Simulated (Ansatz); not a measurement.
## Run report: C₂H₂FSi, molecular dynamics (part 4 of 5)

C₂H₂FSi, multiplicity 2; UKS PBE0/def2-SVP (Ansatz 0.2.0). It belongs to a series of runs on one base structure; here: dynamics from the start.

Geometry of the input (Å):
```
C  0.9134  -1.8136  1.5458
Si 0.2166  -1.3293  0.0851
C  -0.1809  0.5188  -0.3178
F  -1.2670  0.6069  -1.1413
H  0.6955  0.9777  -0.8056
H  -0.3776  1.0395  0.6338
```

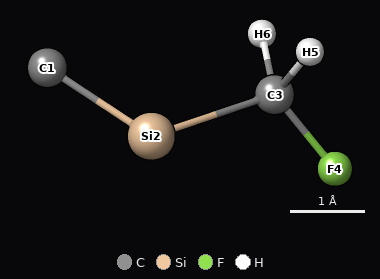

Figure 1. The geometry at step 129 of the log (ball-and-stick view, seen at a tilt; atoms are numbered from 1 in the order of the input).

Trajectory as extended XYZ, continued:
```
6
Properties=species:S:1:pos:R:3:forces:R:3 step=82 time_fs=82.0 energy=-12679.20370 temperature=184.5
C     0.9669   -1.3941    1.6211    0.3139  -0.2939   0.6769
Si    0.4070   -1.0669    0.0816   -0.4241   0.6159  -0.2462
C    -0.2459    0.7579   -0.2186    1.5031  -0.8734  -1.7699
F    -1.2155    0.6455   -1.1879   -0.0508   0.5136   0.5571
H     0.6516    1.2745   -0.6501   -0.5079  -0.1408   0.0541
H    -0.5018    1.3166    0.6640   -0.8342   0.1785   0.7280
6
Properties=species:S:1:pos:R:3:forces:R:3 step=85 time_fs=85.0 energy=-12679.21199 temperature=202.6
C     0.9780   -1.3745    1.6287    0.1285  -0.1753   0.1746
Si    0.4067   -1.0591    0.0729   -0.2189   0.5929   0.2655
C    -0.2523    0.7788   -0.2343    0.0940  -1.0945   0.4649
F    -1.2152    0.6403   -1.1830   -0.3623   0.5368  -0.0134
H     0.6075    1.2951   -0.6146    0.7759   0.6246  -0.7138
H    -0.5534    1.3423    0.6726   -0.4173  -0.4845  -0.1778
6
Properties=species:S:1:pos:R:3:forces:R:3 step=87 time_fs=87.0 energy=-12679.21806 temperature=206.7
C     0.9875   -1.3636    1.6344   -0.0029  -0.0980  -0.1703
Si    0.4051   -1.0544    0.0683   -0.0603   0.5693   0.5991
C    -0.2551    0.7906   -0.2444    0.0702  -0.7088   1.1941
F    -1.2163    0.6388   -1.1793   -0.5337   0.4874  -0.4122
H     0.6060    1.3270   -0.6171    0.4921   0.5003  -0.5640
H    -0.6084    1.3458    0.6745    0.0346  -0.7502  -0.6469
6
Properties=species:S:1:pos:R:3:forces:R:3 step=89 time_fs=89.0 energy=-12679.22505 temperature=212.7
C     0.9966   -1.3549    1.6405   -0.1232  -0.0310  -0.4736
Si    0.4027   -1.0501    0.0653    0.0904   0.5692   0.8761
C    -0.2569    0.8014   -0.2506    0.7864  -0.1655   0.8389
F    -1.2195    0.6375   -1.1765   -0.6125   0.3903  -0.7205
H     0.6206    1.3752   -0.6414   -0.5202  -0.1340   0.0145
H    -0.6672    1.3323    0.6569    0.3791  -0.6290  -0.5354
6
Properties=species:S:1:pos:R:3:forces:R:3 step=92 time_fs=92.0 energy=-12679.19491 temperature=193.3
C     1.0076   -1.3422    1.6461   -0.2491   0.0341  -0.7757
Si    0.4002   -1.0437    0.0615    0.2786   0.5992   1.1039
C    -0.2540    0.8168   -0.2551    1.0279  -0.5937  -0.5254
F    -1.2261    0.6358   -1.1753   -0.5807   0.2056  -0.9863
H     0.5936    1.4432   -0.6722   -0.7597  -0.4341   0.4335
H    -0.7334    1.2679    0.6076    0.2830   0.1890   0.7500
6
Properties=species:S:1:pos:R:3:forces:R:3 step=94 time_fs=94.0 energy=-12679.18562 temperature=157.7
C     1.0139   -1.3347    1.6466   -0.2831   0.0460  -0.8506
Si    0.3997   -1.0387    0.0605    0.3635   0.6352   1.1206
C    -0.2482    0.8239   -0.2582   -0.0289  -1.1274  -0.3983
F    -1.2310    0.6340   -1.1761   -0.5213   0.0982  -0.9910
H     0.5350    1.4725   -0.6807    0.0788   0.0380   0.2369
H    -0.7619    1.2320    0.6034    0.3910   0.3099   0.8824
6
Properties=species:S:1:pos:R:3:forces:R:3 step=97 time_fs=97.0 energy=-12679.18839 temperature=153.6
C     1.0227   -1.3228    1.6419   -0.2377   0.0098  -0.7236
Si    0.4025   -1.0313    0.0628    0.3875   0.7111   0.9051
C    -0.2440    0.8255   -0.2618   -1.2618  -1.1535   0.4857
F    -1.2406    0.6323   -1.1775   -0.4389   0.0483  -0.6577
H     0.4630    1.5176   -0.6942    0.7924   0.3967   0.0787
H    -0.7590    1.2032    0.6512    0.7586  -0.0125  -0.0881
6
Properties=species:S:1:pos:R:3:forces:R:3 step=99 time_fs=99.0 energy=-12679.22082 temperature=235.4
C     1.0268   -1.3135    1.6359   -0.1599  -0.0373  -0.5243
Si    0.4064   -1.0252    0.0650    0.3552   0.7328   0.6519
C    -0.2480    0.8220   -0.2618   -0.5315  -0.3605   0.1944
F    -1.2485    0.6301   -1.1778   -0.3593   0.1362  -0.2885
H     0.4528    1.5648   -0.6976    0.1690  -0.3809   0.4346
H    -0.7148    1.1849    0.6915    0.5265  -0.0904  -0.4682
6
Properties=species:S:1:pos:R:3:forces:R:3 step=101 time_fs=101.0 energy=-12679.21207 temperature=226.6
C     1.0315   -1.3043    1.6271   -0.0484  -0.0978  -0.2397
Si    0.4111   -1.0177    0.0680    0.2934   0.7198   0.3102
C    -0.2541    0.8177   -0.2597    0.3992   0.1694  -0.3765
F    -1.2560    0.6280   -1.1790   -0.2548   0.2784   0.1165
H     0.4543    1.6048   -0.6876   -0.4010  -1.0837   0.6474
H    -0.6513    1.1542    0.7253    0.0116   0.0138  -0.4579
6
Properties=species:S:1:pos:R:3:forces:R:3 step=104 time_fs=104.0 energy=-12679.20975 temperature=212.5
C     1.0414   -1.2928    1.6147    0.0992  -0.1699   0.1345
Si    0.4173   -1.0035    0.0729    0.1925   0.6410  -0.1321
C    -0.2616    0.8166   -0.2559    0.4383  -0.7584  -0.6480
F    -1.2664    0.6293   -1.1806   -0.0874   0.4815   0.5546
H     0.4372    1.5901   -0.6335    0.1091  -0.4639   0.0311
H    -0.5702    1.1071    0.7508   -0.7518   0.2697   0.0599
6
Properties=species:S:1:pos:R:3:forces:R:3 step=106 time_fs=106.0 energy=-12679.16989 temperature=179.5
C     1.0488   -1.2836    1.6081    0.1905  -0.2123   0.3557
Si    0.4230   -0.9935    0.0758    0.1072   0.5753  -0.3657
C    -0.2670    0.8161   -0.2567   -0.3004  -1.8297   0.0036
F    -1.2715    0.6309   -1.1816   -0.0108   0.5991   0.6521
H     0.4299    1.5517   -0.5920    0.9621   0.5965  -0.6475
H    -0.5442    1.0896    0.7653   -0.9486   0.2711   0.0018
6
Properties=species:S:1:pos:R:3:forces:R:3 step=108 time_fs=108.0 energy=-12679.18551 temperature=196.0
C     1.0584   -1.2742    1.6010    0.2915  -0.2573   0.5907
Si    0.4295   -0.9825    0.0793    0.0096   0.4722  -0.5861
C    -0.2711    0.8117   -0.2583   -0.4151  -1.6544   0.5810
F    -1.2756    0.6334   -1.1828    0.0976   0.6523   0.6187
H     0.4550    1.5311   -0.5762    0.7573   0.5900  -0.6471
H    -0.5598    1.0777    0.7813   -0.7408   0.1973  -0.5572
6
Properties=species:S:1:pos:R:3:forces:R:3 step=111 time_fs=111.0 energy=-12679.24524 temperature=311.1
C     1.0744   -1.2626    1.5951    0.3461  -0.2723   0.7104
Si    0.4401   -0.9645    0.0824   -0.0216   0.1427  -0.6392
C    -0.2736    0.7953   -0.2586    0.5192  -0.0731   0.0471
F    -1.2822    0.6402   -1.1827    0.3012   0.5661   0.4058
H     0.5331    1.5199   -0.5935   -0.8964  -0.6299   0.1070
H    -0.6292    1.0713    0.7613   -0.2485   0.2664  -0.6311
6
Properties=species:S:1:pos:R:3:forces:R:3 step=113 time_fs=113.0 energy=-12679.27364 temperature=337.5
C     1.0864   -1.2574    1.5959    0.2691  -0.2246   0.5242
Si    0.4461   -0.9522    0.0816    0.0775  -0.1810  -0.3723
C    -0.2735    0.7831   -0.2560    0.2882   0.1991  -0.5068
F    -1.2866    0.6476   -1.1809    0.3825   0.3868   0.1100
H     0.5526    1.4869   -0.6034   -1.0438  -0.5698   0.2635
H    -0.6945    1.0794    0.7145    0.0265   0.3896  -0.0187
6
Properties=species:S:1:pos:R:3:forces:R:3 step=115 time_fs=115.0 energy=-12679.28023 temperature=371.9
C     1.0996   -1.2516    1.5984    0.1660  -0.1633   0.2764
Si    0.4528   -0.9407    0.0798    0.1842  -0.4963  -0.0233
C    -0.2732    0.7732   -0.2557   -0.9924  -0.1756  -0.2729
F    -1.2909    0.6568   -1.1791    0.3546   0.1461  -0.2884
H     0.5334    1.4286   -0.6080   -0.1298   0.3321  -0.0255
H    -0.7608    1.1056    0.6666    0.4174   0.3570   0.3338
6
Properties=species:S:1:pos:R:3:forces:R:3 step=118 time_fs=118.0 energy=-12679.19487 temperature=295.2
C     1.1181   -1.2405    1.6081   -0.0006  -0.0723  -0.1112
Si    0.4657   -0.9235    0.0787    0.3724  -0.9269   0.4970
C    -0.2774    0.7568   -0.2557   -2.4555   0.1423   0.4109
F    -1.2987    0.6725   -1.1780    0.2118  -0.2080  -0.6196
H     0.5056    1.3735   -0.6321    0.8419   1.1004  -0.3189
H    -0.8147    1.1708    0.6276    1.0301  -0.0356   0.1418
6
Properties=species:S:1:pos:R:3:forces:R:3 step=120 time_fs=120.0 energy=-12679.21719 temperature=327.2
C     1.1304   -1.2337    1.6160   -0.1004  -0.0199  -0.3277
Si    0.4746   -0.9142    0.0793    0.4659  -1.0220   0.7431
C    -0.2909    0.7477   -0.2548   -0.9771   1.4679  -0.4677
F    -1.3051    0.6833   -1.1773    0.0125  -0.3712  -0.6654
H     0.5168    1.3933   -0.6601   -0.1942   0.0627   0.2286
H    -0.7971    1.2236    0.6024    0.7933  -0.1175   0.4892
6
Properties=species:S:1:pos:R:3:forces:R:3 step=122 time_fs=122.0 energy=-12679.20647 temperature=298.0
C     1.1396   -1.2286    1.6232   -0.1379   0.0017  -0.3983
Si    0.4842   -0.9063    0.0829    0.4402  -0.9227   0.7944
C    -0.3083    0.7451   -0.2528    0.2441   2.2204  -1.0295
F    -1.3122    0.6931   -1.1777   -0.1441  -0.4200  -0.5355
H     0.5211    1.4191   -0.6734   -0.8157  -0.6769   0.5080
H    -0.7556    1.2749    0.5958    0.4134  -0.2026   0.6609
6
Properties=species:S:1:pos:R:3:forces:R:3 step=125 time_fs=125.0 energy=-12679.24975 temperature=355.3
C     1.1494   -1.2218    1.6322   -0.1469   0.0132  -0.4044
Si    0.4948   -0.8955    0.0911    0.2841  -0.6342   0.7171
C    -0.3317    0.7564   -0.2550    0.1288   1.6921   0.0292
F    -1.3252    0.7055   -1.1782   -0.3968  -0.2943  -0.1650
H     0.4612    1.4141   -0.6524    0.2406  -0.0955  -0.1981
H    -0.6612    1.3334    0.6394   -0.1097  -0.6814   0.0212
6
Properties=species:S:1:pos:R:3:forces:R:3 step=127 time_fs=127.0 energy=-12679.18515 temperature=313.8
C     1.1567   -1.2171    1.6375   -0.1389   0.0172  -0.3727
Si    0.5017   -0.8905    0.0977    0.1254  -0.3414   0.5879
C    -0.3470    0.7725   -0.2608   -0.1279   0.6141   0.9509
F    -1.3343    0.7115   -1.1786   -0.6380  -0.1676  -0.0037
H     0.4159    1.4096   -0.6391    1.3527   0.6973  -0.8982
H    -0.5945    1.3521    0.6686   -0.5733  -0.8194  -0.2642
6
Properties=species:S:1:pos:R:3:forces:R:3 step=129 time_fs=129.0 energy=-12679.18446 temperature=304.5
C     1.1643   -1.2122    1.6430   -0.1184   0.0182  -0.3028
Si    0.5091   -0.8872    0.1057   -0.0467  -0.0454   0.3937
C    -0.3624    0.7916   -0.2650    0.8832   0.3417   0.7439
F    -1.3442    0.7184   -1.1804   -0.7401  -0.0609   0.1425
H     0.4151    1.4307   -0.6493    0.9325   0.3752  -0.7424
H    -0.5580    1.3440    0.6863   -0.9106  -0.6287  -0.2348
6
Properties=species:S:1:pos:R:3:forces:R:3 step=132 time_fs=132.0 energy=-12679.20001 temperature=312.2
C     1.1754   -1.2043    1.6470   -0.0510   0.0077  -0.1101
Si    0.5211   -0.8822    0.1170   -0.2844   0.2880   0.0191
C    -0.3780    0.8224   -0.2694    2.6684   0.3671  -0.7785
F    -1.3618    0.7288   -1.1835   -0.5124   0.0386   0.4097
H     0.4576    1.4804   -0.6915   -0.7588  -0.7155   0.1956
H    -0.5649    1.2974    0.6950   -1.0618   0.0141   0.2641
6
Properties=species:S:1:pos:R:3:forces:R:3 step=134 time_fs=134.0 energy=-12679.23439 temperature=324.7
C     1.1830   -1.2002    1.6496   -0.0328   0.0173  -0.0496
Si    0.5277   -0.8762    0.1233   -0.3604   0.3788  -0.1256
C    -0.3778    0.8430   -0.2749    2.3906   0.0513  -0.9931
F    -1.3735    0.7348   -1.1863   -0.1134   0.0576   0.4946
H     0.4716    1.4963   -0.7003   -1.0976  -0.7158   0.4078
H    -0.6220    1.2610    0.6990   -0.7864   0.2107   0.2659
6
Properties=species:S:1:pos:R:3:forces:R:3 step=137 time_fs=137.0 energy=-12679.27199 temperature=374.5
C     1.1951   -1.1978    1.6530   -0.0313   0.0418  -0.0315
Si    0.5365   -0.8665    0.1309   -0.4090   0.4610  -0.2257
C    -0.3671    0.8720   -0.2879   -0.6881  -1.1764   0.9574
F    -1.3892    0.7405   -1.1902    0.4601  -0.0004   0.3870
H     0.4260    1.4858   -0.6917    0.3230   0.6888  -0.1721
H    -0.7537    1.2210    0.7152    0.3454  -0.0147  -0.9151
6
Properties=species:S:1:pos:R:3:forces:R:3 step=139 time_fs=139.0 energy=-12679.19483 temperature=264.7
C     1.2043   -1.1949    1.6556   -0.0402   0.0594  -0.0417
Si    0.5413   -0.8597    0.1361   -0.4196   0.5418  -0.2660
C    -0.3613    0.8881   -0.2930   -2.2190  -2.0021   1.3356
F    -1.3986    0.7419   -1.1923    0.7487  -0.0731   0.2377
H     0.3979    1.5006   -0.6951    1.0487   1.3497  -0.4330
H    -0.8340    1.1987    0.6896    0.8814   0.1243  -0.8326
6
Properties=species:S:1:pos:R:3:forces:R:3 step=141 time_fs=141.0 energy=-12679.20540 temperature=288.5
C     1.2109   -1.1923    1.6596   -0.0733   0.0860  -0.1052
Si    0.5444   -0.8503    0.1405   -0.3937   0.6155  -0.2488
C    -0.3623    0.8986   -0.2934   -1.1148  -1.2771  -0.1026
F    -1.4068    0.7420   -1.1926    0.8850  -0.1621   0.0533
H     0.4028    1.5654   -0.7136   -0.1104   0.2982   0.2681
H    -0.8819    1.1872    0.6376    0.8071   0.4395   0.1353
6
Properties=species:S:1:pos:R:3:forces:R:3 step=144 time_fs=144.0 energy=-12679.11329 temperature=153.8
C     1.2171   -1.1868    1.6672   -0.1476   0.1332  -0.2604
Si    0.5476   -0.8345    0.1451   -0.3149   0.6887  -0.1490
C    -0.3667    0.9086   -0.2953    0.4334  -0.1630  -1.6457
F    -1.4148    0.7392   -1.1912    0.9494  -0.2211  -0.0899
H     0.4019    1.6735   -0.7230   -1.2470  -1.1290   0.8746
H    -0.8974    1.1982    0.5900    0.3266   0.6911   1.2703
6
Properties=species:S:1:pos:R:3:forces:R:3 step=146 time_fs=146.0 energy=-12679.20337 temperature=272.9
C     1.2206   -1.1840    1.6725   -0.2033   0.1667  -0.3799
Si    0.5484   -0.8226    0.1480   -0.2630   0.7155  -0.0471
C    -0.3704    0.9154   -0.3022   -0.3732  -0.0836  -0.2882
F    -1.4171    0.7359   -1.1897    0.8637  -0.1978  -0.0954
H     0.3546    1.6975   -0.6936   -0.6339  -0.8126   0.3912
H    -0.8891    1.2396    0.6109    0.6096   0.2119   0.4193
6
Properties=species:S:1:pos:R:3:forces:R:3 step=148 time_fs=148.0 energy=-12679.21220 temperature=254.2
C     1.2222   -1.1818    1.6777   -0.2688   0.2054  -0.5229
Si    0.5487   -0.8099    0.1492   -0.2021   0.7184   0.0929
C    -0.3740    0.9224   -0.3120   -1.8003  -0.9367   1.6284
F    -1.4172    0.7313   -1.1892    0.7056  -0.1335  -0.0501
H     0.2937    1.6874   -0.6556    0.8147   0.5411  -0.5809
H    -0.8605    1.2941    0.6445    0.7510  -0.3947  -0.5673
6
Properties=species:S:1:pos:R:3:forces:R:3 step=151 time_fs=151.0 energy=-12679.22299 temperature=243.2
C     1.2223   -1.1803    1.6831   -0.3508   0.2608  -0.6914
Si    0.5480   -0.7893    0.1511   -0.0821   0.6302   0.2677
C    -0.3839    0.9258   -0.3162   -0.8400  -0.3802   1.6083
F    -1.4131    0.7226   -1.1894    0.3343  -0.0883   0.0806
H     0.2685    1.7146   -0.6606    0.7785   0.2149  -0.6720
H    -0.7859    1.3492    0.6555    0.1601  -0.6374  -0.5931
6
Properties=species:S:1:pos:R:3:forces:R:3 step=153 time_fs=153.0 energy=-12679.22049 temperature=272.5
C     1.2232   -1.1784    1.6861   -0.4005   0.3015  -0.7831
Si    0.5477   -0.7733    0.1536    0.0153   0.5035   0.3621
C    -0.3923    0.9273   -0.3133    1.1602   0.5107  -0.2538
F    -1.4098    0.7168   -1.1900    0.0816  -0.0696   0.1921
H     0.2926    1.7484   -0.7007   -0.2736  -1.1030  -0.0256
H    -0.7285    1.3590    0.6292   -0.5830  -0.1432   0.5084
6
Properties=species:S:1:pos:R:3:forces:R:3 step=155 time_fs=155.0 energy=-12679.17136 temperature=221.7
C     1.2221   -1.1741    1.6863   -0.4133   0.3199  -0.7970
Si    0.5466   -0.7568    0.1564    0.0758   0.3714   0.3982
C    -0.3984    0.9317   -0.3102    2.1495   0.4732  -1.5112
F    -1.4061    0.7124   -1.1898   -0.1644  -0.0614   0.2736
H     0.3087    1.7429   -0.7457   -0.6400  -1.4327   0.3690
H    -0.6906    1.3657    0.6167   -1.0077   0.3296   1.2674
6
Properties=species:S:1:pos:R:3:forces:R:3 step=158 time_fs=158.0 energy=-12679.26862 temperature=302.2
C     1.2181   -1.1644    1.6820   -0.3339   0.2825  -0.6068
Si    0.5458   -0.7336    0.1641    0.0514   0.2059   0.2719
C    -0.3996    0.9415   -0.3128    1.0237  -0.1202   0.4301
F    -1.4010    0.7067   -1.1886   -0.5032  -0.0802   0.2685
H     0.2966    1.6516   -0.7898    0.2456  -0.1206   0.0985
H    -0.6842    1.3836    0.6703   -0.4835  -0.1675  -0.4622
6
Properties=species:S:1:pos:R:3:forces:R:3 step=160 time_fs=160.0 energy=-12679.22613 temperature=285.2
C     1.2115   -1.1571    1.6789   -0.2481   0.2347  -0.4156
Si    0.5451   -0.7175    0.1705   -0.0054   0.0967   0.1562
C    -0.3978    0.9473   -0.3144   -0.2155  -0.8115   1.7523
F    -1.3986    0.7016   -1.1886   -0.5697  -0.0829   0.2288
H     0.2975    1.5828   -0.8091    1.0833   0.9575  -0.3604
H    -0.7070    1.3983    0.6954   -0.0446  -0.3945  -1.3614
6
Properties=species:S:1:pos:R:3:forces:R:3 step=162 time_fs=162.0 energy=-12679.27156 temperature=296.9
C     1.2030   -1.1467    1.6778   -0.1564   0.1789  -0.2143
Si    0.5455   -0.7015    0.1771   -0.0738   0.0017   0.0371
C    -0.3972    0.9526   -0.3105    0.1862  -0.7990   0.7395
F    -1.3975    0.6960   -1.1887   -0.4607  -0.0467   0.2276
H     0.3380    1.5465   -0.8374    0.5141   0.7083   0.0488
H    -0.7277    1.4018    0.6659   -0.0094  -0.0432  -0.8387
6
Properties=species:S:1:pos:R:3:forces:R:3 step=165 time_fs=165.0 energy=-12679.22765 temperature=234.4
C     1.1896   -1.1293    1.6755    0.0255   0.0566   0.1897
Si    0.5443   -0.6815    0.1883   -0.2172  -0.0444  -0.2663
C    -0.3933    0.9557   -0.3026    1.7841  -0.9780  -2.3579
F    -1.4005    0.6859   -1.1843   -0.0695   0.0454   0.2365
H     0.4163    1.5370   -0.8582   -0.9491  -0.1435   0.8464
H    -0.7443    1.4034    0.5847   -0.5737   1.0639   1.3516
6
Properties=species:S:1:pos:R:3:forces:R:3 step=167 time_fs=167.0 energy=-12679.27259 temperature=324.8
C     1.1818   -1.1191    1.6739    0.1408  -0.0260   0.4487
Si    0.5428   -0.6667    0.1959   -0.2917  -0.0893  -0.4443
C    -0.3864    0.9536   -0.3066    1.0221  -0.5765  -1.3506
F    -1.4045    0.6790   -1.1793    0.1633   0.0665   0.1056
H     0.4314    1.5300   -0.8328   -0.8554  -0.0116   0.4789
H    -0.7694    1.4426    0.5691   -0.1791   0.6369   0.7617
6
Properties=species:S:1:pos:R:3:forces:R:3 step=169 time_fs=169.0 energy=-12679.26976 temperature=371.9
C     1.1739   -1.1107    1.6715    0.2554  -0.1137   0.7083
Si    0.5415   -0.6495    0.2034   -0.3576  -0.1347  -0.6039
C    -0.3804    0.9503   -0.3155   -0.7234   0.1727   0.9062
F    -1.4079    0.6718   -1.1751    0.2872   0.0372  -0.0869
H     0.4182    1.5212   -0.7991   -0.0937   0.5100  -0.2823
H    -0.8053    1.5141    0.5708    0.6321  -0.4715  -0.6414
6
Properties=species:S:1:pos:R:3:forces:R:3 step=172 time_fs=172.0 energy=-12679.22340 temperature=372.3
C     1.1646   -1.1032    1.6754    0.2941  -0.1527   0.8146
Si    0.5386   -0.6218    0.2153   -0.2779  -0.2663  -0.5979
C    -0.3786    0.9467   -0.3236   -1.1407   0.8325   1.2954
F    -1.4095    0.6576   -1.1683    0.2099  -0.0679  -0.3644
H     0.4025    1.5416   -0.7836    0.2471   0.5025  -0.7221
H    -0.8104    1.5902    0.5107    0.6675  -0.8481  -0.4256
6
Properties=species:S:1:pos:R:3:forces:R:3 step=174 time_fs=174.0 energy=-12679.20845 temperature=381.7
C     1.1595   -1.0999    1.6815    0.2584  -0.1303   0.7572
Si    0.5355   -0.6026    0.2237   -0.1598  -0.3360  -0.5185
C    -0.3839    0.9488   -0.3254    0.5292   0.7694  -0.6059
F    -1.4085    0.6506   -1.1656   -0.0193  -0.1720  -0.5242
H     0.4062    1.5808   -0.8053   -0.4164  -0.3227  -0.3179
H    -0.7782    1.6022    0.4326   -0.1921   0.1916   1.2093
```
